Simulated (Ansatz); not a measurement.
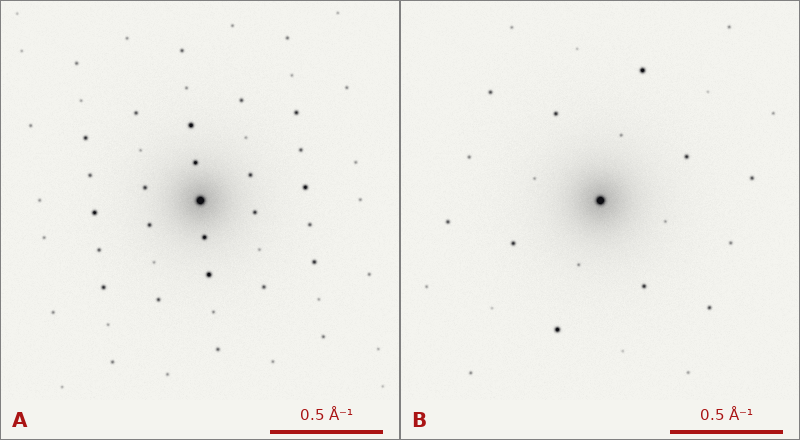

Kinematic electron diffraction patterns (120 kV, B = 0.5 Å², same scale, each along a low-index zone) of two structures of composition CaSc2N2, each relaxed at zero pressure with DFT PBE, scalar-relativistic, plane waves, PAW (Ansatz). The runs are not spin-polarised.

The structures (standard cells):
1. P4/mbm (No. 127), a = 6.458 Å, c = 3.258 Å, 10 atoms; generated start, possibly hypothetical
2. I4/mmm (No. 139), a = 4.187 Å, c = 11.818 Å, 10 atoms; generated start, possibly hypothetical

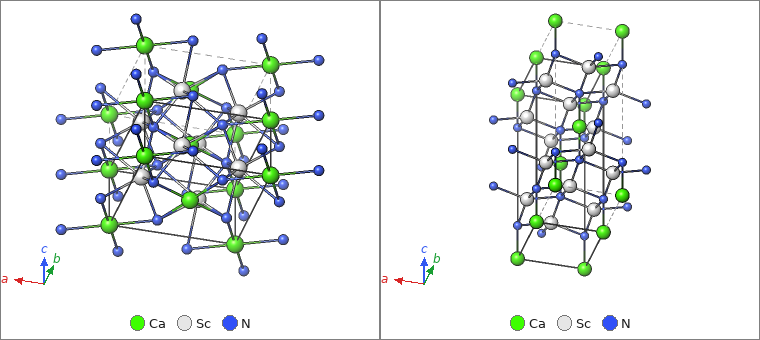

Drawings of the structures 1 to 2, from left to right (each may span several cells).

**Which pattern belongs to which structure, and along which zone?**

A is structure 2 along [100] or an equivalent direction: centred rectangular net of 0 0 2 at d = 5.91 Å and 0 1 1 at d = 3.95 Å, 70.5° apart (some points of this net are extinct or too weak to see). B is structure 1 along [100] or an equivalent direction: rectangular net (close to square) of 0 0 1 at d = 3.26 Å and 0 2 0 (weak) at d = 3.23 Å, 90.0° apart (some points of this net are extinct or too weak to see).

**Rank the structures by their computed energy.**

Structure 2 (I4/mmm, 20.72 Å³ an atom) is the lowest of these; structure 1 (P4/mbm, 13.59 Å³ an atom) lies about 530 meV an atom higher. These are static energies at 0 K; other structures, not shown, may lie lower still.
